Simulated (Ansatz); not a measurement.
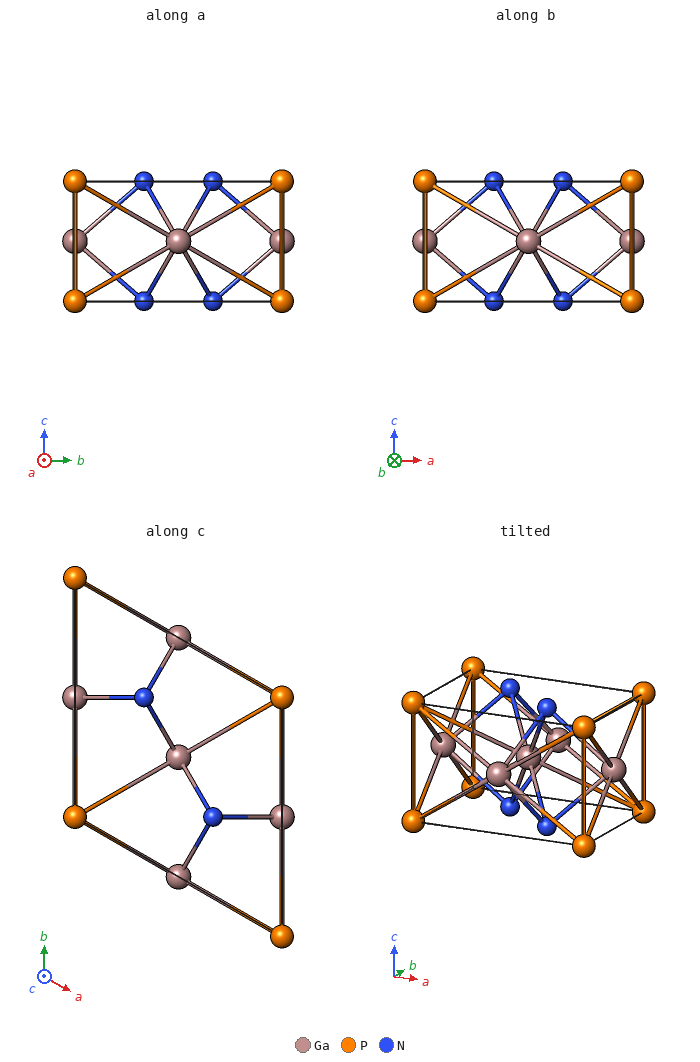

Ball-and-stick drawing of the structure, looking along the a axis, along the b axis, along the c axis and slightly off an axis. One conventional unit cell is framed, with atoms on its boundary repeated.

Lattice parameters: a = 5.6537 Å, b = 5.6537 Å, c = 2.8353 Å, α = 90.000°, β = 90.000°, γ = 120.000°.

Reconstruct the structure as a CIF in P1 with every atom of the cell.

Answer.
```cif
data_structure
_symmetry_space_group_name_H-M 'P 1'
_symmetry_Int_Tables_number 1
_cell_length_a 5.6537
_cell_length_b 5.6537
_cell_length_c 2.8353
_cell_angle_alpha 90.000
_cell_angle_beta 90.000
_cell_angle_gamma 120.000
_cell_volume 78.49
loop_
_atom_site_label
_atom_site_type_symbol
_atom_site_fract_x
_atom_site_fract_y
_atom_site_fract_z
_atom_site_occupancy
Ga1 Ga 0.5000 0.0000 0.5000 1
Ga2 Ga 0.0000 0.5000 0.5000 1
Ga3 Ga 0.5000 0.5000 0.5000 1
P1 P 0.0000 0.0000 0.0000 1
N1 N 0.3333 0.6667 0.0000 1
N2 N 0.6667 0.3333 0.0000 1
```

The initial geometry was a structure type filled with these elements by a generator (whether the compound takes this form wasn't checked). A relaxation with DFT PBE, scalar-relativistic, plane waves, PAW in Ansatz gave the geometry drawn.
